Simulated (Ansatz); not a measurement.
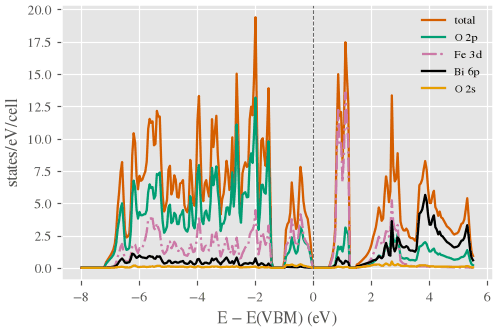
Figure. Total and projected density of states of FeBiO$_{3}$ in space group R3m (No. 160; Fe on 3a, Bi on 3a, O on 9b), DFT-PBEsol in the program Ansatz with PAW potentials

Problem. Which orbitals carry the states next to the gap?

Solution. Top 1 eV of the valence band: Fe 3d 53 %, O 2p 39 %. Bottom 1 eV of the conduction band: Fe 3d 79 %, O 2p 15 %. Projections are on Löwdin-orthogonalised atomic valence shells; empty p or d shells of many metals are not among them.

Problem. Where is the tallest occupied peak in this window, and what makes it?

Solution. Near -2.0 eV, about 19 states/eV per cell; the largest projected share is O 2p.

The first step of the workflow began from a Materials Project structure, measured or hypothetical; the Crystallography Open Database copy checked does not list it. It is not the phase usual at ambient conditions (space group No. 161). Symmetry was held in the PBEsol relaxation, as lowered by the spin order; whether a distortion lowers the energy is not shown. The final state is antiferromagnetic, chosen from 5 collinear starts compared on coarse meshes (ties went to the first, and starts can fall back to one state), not a proven ground state. No Hubbard U is applied. Spin–orbit coupling is left out wherever it is not named.

Potentials: the later of the program's two PAW sets.
